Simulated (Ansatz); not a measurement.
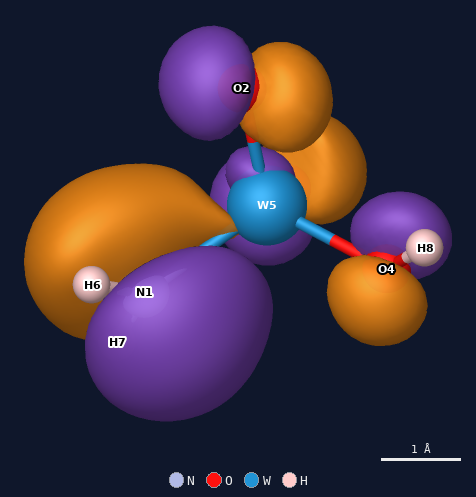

H3NO3W. One frontier orbital at ±0.08 Å⁻³ᐟ² (orange and purple are the two phases), seen at an oblique angle.

Geometry: PBE0-D4/def2-SVP; core potentials replace the inner electrons of W.

Method: isolated molecule in a Gaussian basis; Kohn-Sham density functional theory, functional PBE0 in Ansatz.

```xyz
8

N     0.1036    1.4596   -0.2332
O     1.6157   -0.9427    0.5588
O     0.2051   -0.9790   -1.8745
O    -1.3242   -1.2344    0.6191
W     0.1804   -0.4772   -0.2420
H     0.5629    2.0448    0.4592
H    -0.2448    2.0172   -1.0082
H    -1.3532   -1.7011    1.4603
```

### Which orbital is it: HOMO or LUMO?

The HOMO, at −8.55 eV. By Hirshfeld shares it lies mainly on N1 (about 55 %), W5 (about 10 %), O3 (about 10 %), O2 (about 10 %) and O4 (about 5 %).
